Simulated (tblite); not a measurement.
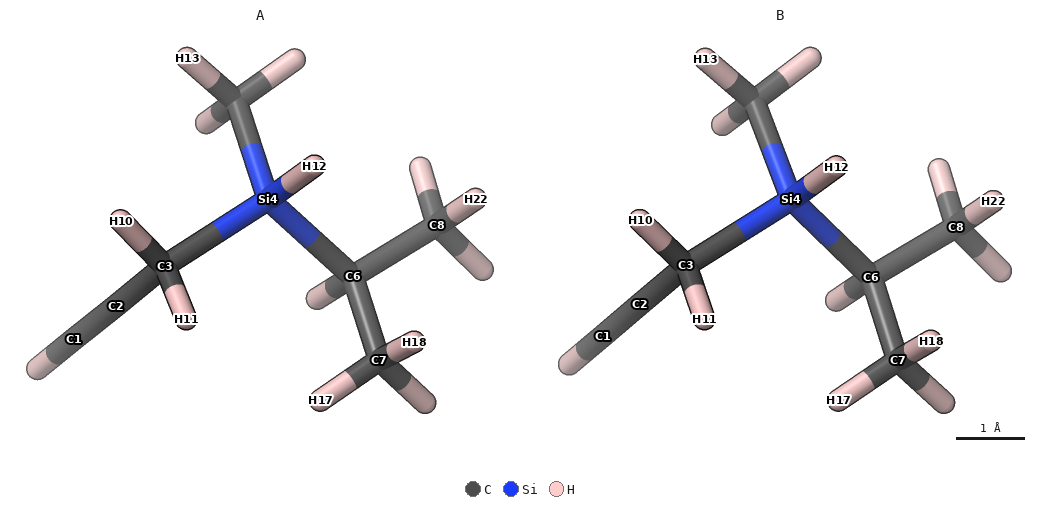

Two geometries of C7H14Si, drawn at one scale. One is the start of a relaxation, the other its converged end. The picture is a stick view, seen at a tilt.

These are results of GFN2-xTB geometry optimisation, gas phase (tblite 0.8.0), not measurements. 

Which geometry has the lower energy?

Structure B is the relaxed one. Over 59 geometry steps the energy falls by 0.097 eV. The largest move after the best rigid fit is that of an H atom, 0.19 Å. By element the largest moves are H 0.19 Å, C 0.14 Å, Si 0.05 Å. Some distances before and after: C–Si 1.888 → 1.920 Å, C–Si 1.944 → 1.914 Å, C–Si 1.873 → 1.901 Å, C–C 1.218 → 1.198 Å. Among the angles between lasting bonds that change: C–C–Si 114.6° → 111.6°, Si–C–H 105.8° → 108.4°, C–Si–H 107.4° → 109.9°.
